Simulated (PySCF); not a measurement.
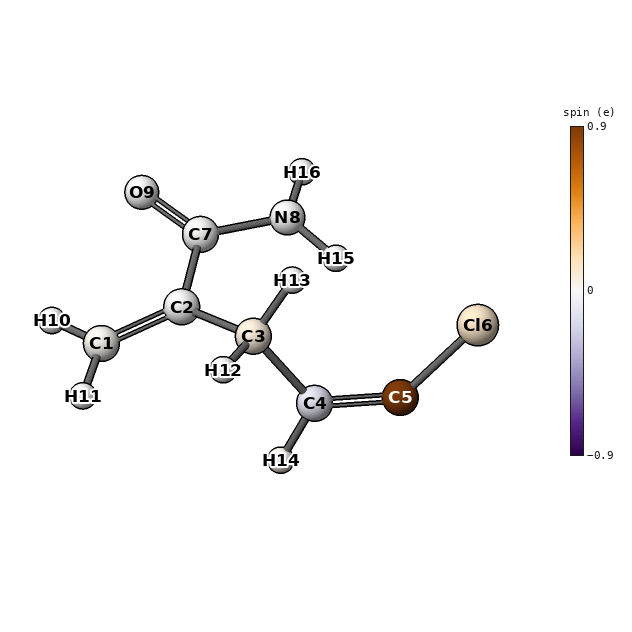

Atoms are coloured by their Mulliken spin populations. The species is neutral and a spin doublet. The computed structure is the end point of a GFN2-xTB optimisation. No frequency run is at hand to confirm it as a minimum. Properties computed with UKS B3LYP, pcH-1 on C Cl H N O, non-relativistic (PySCF 2.14.0).

Which atom carries the largest spin population?

Answer. C5 (0.89 e).

Which atom has the lowest spin population?

Answer. C4 (−0.12 e); a negative value comes from spin polarisation.

List the Mulliken spin populations.

```
atom  value (e)
  C1       0.03
  C2      −0.01
  C3       0.07
  C4      −0.12
  C5       0.89
 Cl6       0.13
  C7       0.00
  N8       0.00
  O9       0.00
 H10       0.00
 H11       0.00
 H12       0.00
 H13       0.00
 H14       0.03
 H15       0.00
 H16       0.00
```

Mulliken values depend strongly on the basis set.
